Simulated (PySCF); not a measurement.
```yaml
atoms:
  - { symbol: N, position_ang: [1.0599, 3.1766, 0.0027] }
  - { symbol: C, position_ang: [0.5406, 2.1538, 0.0141] }
  - { symbol: C, position_ang: [-0.0764, 0.8939, 0.0364] }
  - { symbol: C, position_ang: [-1.3478, 0.5348, -0.2254] }
  - { symbol: Si, position_ang: [-1.1109, -1.3068, 0.1428] }
  - { symbol: C, position_ang: [0.6408, -0.4078, 0.3731] }
  - { symbol: F, position_ang: [1.1455, -0.4288, 1.6638] }
  - { symbol: C, position_ang: [1.6540, -0.7459, -0.5782] }
  - { symbol: N, position_ang: [2.4059, -1.0522, -1.3852] }
  - { symbol: H, position_ang: [-2.1373, 1.2018, -0.5308] }
  - { symbol: H, position_ang: [-1.6076, -1.7739, 1.4278] }
  - { symbol: H, position_ang: [-1.1655, -2.2461, -0.9672] }
```

Geometry: GFN2-xTB.

The calculation used PySCF 2.14.0, PBE0/pcSseg-1, SCF density, gas phase, non-relativistic.

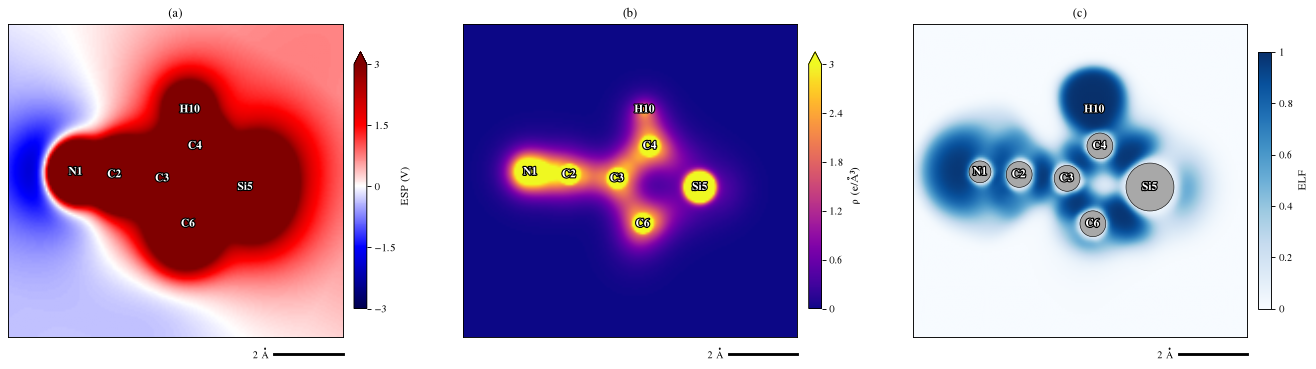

C$_{5}$H$_{3}$FN$_{2}$Si. (a) molecular electrostatic potential; (b) electron density; (c) electron localisation function on the plane of atoms C2, C3 and C6. Grey discs cover the atomic cores in the ELF map.

Question: What do the fields say about this system?

Answer: The plane passes through N, C, Si and H nuclei. C–N (1.15 Å): ρ at the midpoint is about 3.6 e/Å³; the ELF peaks at about 0.85 between the atoms: a short, multiple covalent bond. C–C (1.35 Å): ρ at the midpoint is about 2.2 e/Å³; the ELF peaks at about 0.90 between the atoms; a covalent bond. C–Si (1.89 Å): ρ is about 0.89 e/Å³ halfway; the ELF peaks at about 0.95 between the atoms, as expected for a shared electron pair. C–H (1.08 Å): the density is about 2.1 e/Å³ at the midpoint; the ELF climbs to about 1 towards the hydrogen, as it does in any bond to H; an ordinary covalent bond to hydrogen. C–C (1.40 Å): the density is about 2 e/Å³ at the midpoint; the ELF peaks at about 0.95 between the atoms, as expected for localised, covalent bonding. The ELF also peaks beside N1, away from the bonds: lone-pair regions. Outside the dense part of the molecule the potential is most negative (−1.8 V) near N1.
